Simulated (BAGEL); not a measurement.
# N2H3 (hydrazinyl radical): UHF/STO-3G (density fitting with cc-pvqz-jkfit)

What is the vertical ionisation energy of N2H3 (hydrazinyl radical) at UHF/STO-3G (density fitting with cc-pvqz-jkfit)? 

The results are computed with BAGEL 1.2.2.

1 further run of the same task is left out (set aside as unsound or not needed). Runs told in other sessions of the task aren't counted.

## (1) The molecule

N2H3: 5 atoms, total charge 0, spin state doublet. As SMILES, `[NH]N`. The coordinates come from a PBE0-D4/def2-TZVP relaxation. This is one conformer, not always the lowest.

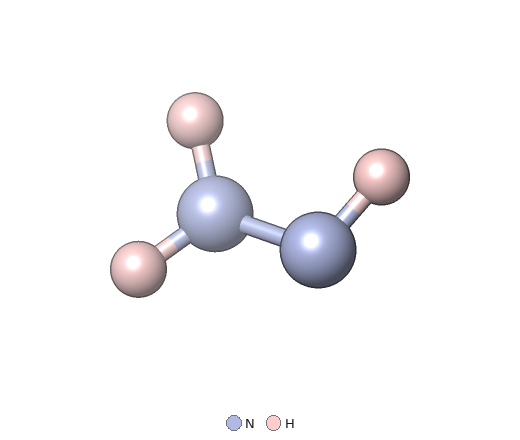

The structure, seen from a chosen angle (nitrogen light blue, hydrogen pink).

## (2) A single-point energy at UHF/STO-3G (density fitting with cc-pvqz-jkfit)

Input file calc.json:

```json
{ "bagel" : [

{
  "title" : "molecule",
  "basis" : "sto-3g",
  "df_basis" : "cc-pvqz-jkfit",
  "angstrom" : true,
  "geometry" : [
    { "atom" : "N", "xyz" : [   -0.187600,   -0.818050,    0.454040 ] },
    { "atom" : "N", "xyz" : [   -0.128660,    0.235610,   -0.368450 ] },
    { "atom" : "H", "xyz" : [    0.759840,   -0.951450,    0.811270 ] },
    { "atom" : "H", "xyz" : [   -1.030950,    0.592300,   -0.640030 ] },
    { "atom" : "H", "xyz" : [    0.587360,    0.941580,   -0.256830 ] }
  ]
},
{
  "title" : "uhf",
  "nopen" : 1
},
{
  "title" : "print",
  "file" : "orbitals.molden",
  "orbitals" : true
}

]}
```

On the command line:

```sh
$ BAGEL_NUM_THREADS=1 BAGEL calc.json > calc.out
```

Standard output:

```text
* using 1 threads per process

  ===============================================================
  ===============================================================

  *** Geometry ***

  { "atom" : "N", "xyz" : [     -0.354513,     -1.545890,      0.858011 ] },
  { "atom" : "N", "xyz" : [     -0.243132,      0.445238,     -0.696270 ] },
  { "atom" : "H", "xyz" : [      1.435889,     -1.797980,      1.533078 ] },
  { "atom" : "H", "xyz" : [     -1.948213,      1.119285,     -1.209481 ] },
  { "atom" : "H", "xyz" : [      1.109950,      1.779328,     -0.485338 ] },

  Number of auxiliary basis functions:      365

  Since a DF basis is specified, we compute 2- and 3-index integrals:
    o Being stored without compression. Storage requirement is 0.000 GB

  Number of basis functions:       13
  Number of electrons      :       17

    * METHOD: MOLECULE                             0.06

  *** Open-shell HF ***

  === Nuclear Repulsion ===
    36.7279946837

      * DIIS with orbital gradients will be used.

  === UHF iteration (sto-3g) ===
      0       -109.09362768          0.04704098           0.00
      1       -109.13225557          0.01982072           0.00
      2       -109.13974922          0.00739276           0.00
      3       -109.14235789          0.00550311           0.00
      4       -109.14443558          0.00095766           0.00
      5       -109.14448490          0.00043030           0.00
      6       -109.14450261          0.00030961           0.00
      7       -109.14450754          0.00007498           0.00
      8       -109.14450821          0.00002853           0.00
      9       -109.14450841          0.00001138           0.00
     10       -109.14450848          0.00000182           0.00
     11       -109.14450848          0.00000072           0.00
     12       -109.14450849          0.00000019           0.00
     13       -109.14450849          0.00000006           0.00
     14       -109.14450849          0.00000003           0.00
     15       -109.14450849          0.00000002           0.00
     16       -109.14450849          0.00000001           0.00
    * SCF iteration converged.

    * S^2 (UHF) is 0.7553

    * Permanent dipole moment:
           (   -0.413309,    -0.740217,    -0.042642) a.u.

    * METHOD: UHF                                  0.07

    * METHOD: PRINT                                0.00

  ===============================================================
```

Wall time 0.24 s (1 thread of Arm Neoverse V2, shared host).

## (3) The singlet cation

Input file input.json:

```json
{ "bagel" : [

{
  "title" : "molecule",
  "basis" : "sto-3g",
  "df_basis" : "cc-pvqz-jkfit",
  "angstrom" : true,
  "geometry" : [
    { "atom" : "N", "xyz" : [   -0.187600,   -0.818050,    0.454040 ] },
    { "atom" : "N", "xyz" : [   -0.128660,    0.235610,   -0.368450 ] },
    { "atom" : "H", "xyz" : [    0.759840,   -0.951450,    0.811270 ] },
    { "atom" : "H", "xyz" : [   -1.030950,    0.592300,   -0.640030 ] },
    { "atom" : "H", "xyz" : [    0.587360,    0.941580,   -0.256830 ] }
  ]
},
{
  "title" : "hf",
  "charge" : 1
},
{
  "title" : "print",
  "file" : "orbitals.molden",
  "orbitals" : true
}

]}
```

On the command line:

```sh
$ BAGEL_NUM_THREADS=1 BAGEL input.json > input.out
```

Standard output:

```text
* using 1 threads per process

  ===============================================================
  ===============================================================

  *** Geometry ***

  { "atom" : "N", "xyz" : [     -0.354513,     -1.545890,      0.858011 ] },
  { "atom" : "N", "xyz" : [     -0.243132,      0.445238,     -0.696270 ] },
  { "atom" : "H", "xyz" : [      1.435889,     -1.797980,      1.533078 ] },
  { "atom" : "H", "xyz" : [     -1.948213,      1.119285,     -1.209481 ] },
  { "atom" : "H", "xyz" : [      1.109950,      1.779328,     -0.485338 ] },

  Number of auxiliary basis functions:      365

  Since a DF basis is specified, we compute 2- and 3-index integrals:
    o Being stored without compression. Storage requirement is 0.000 GB

  Number of basis functions:       13
  Number of electrons      :       17

    * METHOD: MOLECULE                             0.07

  *** RHF ***

  === Nuclear Repulsion ===
    36.7279946837

      * DIIS with orbital gradients will be used.

  === RHF iteration (sto-3g) ===
      0       -108.85614722          0.03010768           0.00
      1       -108.88556150          0.01799333           0.00
      2       -108.89725280          0.00298864           0.00
      3       -108.89812005          0.00141013           0.00
      4       -108.89841790          0.00034240           0.00
      5       -108.89843508          0.00004619           0.00
      6       -108.89843537          0.00002345           0.00
      7       -108.89843547          0.00001171           0.00
      8       -108.89843551          0.00000206           0.00
      9       -108.89843551          0.00000065           0.00
     10       -108.89843551          0.00000034           0.00
     11       -108.89843551          0.00000012           0.00
     12       -108.89843551          0.00000003           0.00
     13       -108.89843551          0.00000001           0.00
    * SCF iteration converged.

    * Permanent dipole moment:
           (   -0.573420,    -0.739208,    -0.075251) a.u.

    * METHOD: HF                                   0.04

    * METHOD: PRINT                                0.00

  ===============================================================
```

Run time: 0.24 s. Hardware: 1 thread of Arm Neoverse V2, shared host.

## (4) Summary of results

Level: UHF/STO-3G (density fitting with cc-pvqz-jkfit).

```
                                          quantity          value
                        doublet N2H3: total energy  -109.14451 Eh
                       doublet N2H3: dipole moment         2.16 D
                                doublet N2H3: ⟨S²⟩          0.755
                      singlet cation: total energy  -108.89844 Eh
                       singlet cation: HOMO energy      -21.54 eV
                       singlet cation: LUMO energy       -5.21 eV
                     singlet cation: HOMO–LUMO gap       16.34 eV
vertical ionisation energy (to the singlet cation)       6.696 eV
```

What this shows: Removing an electron at fixed nuclei costs 6.70 eV (154 kcal/mol). In a minimal basis such a difference can be off by several eV, whatever the method.
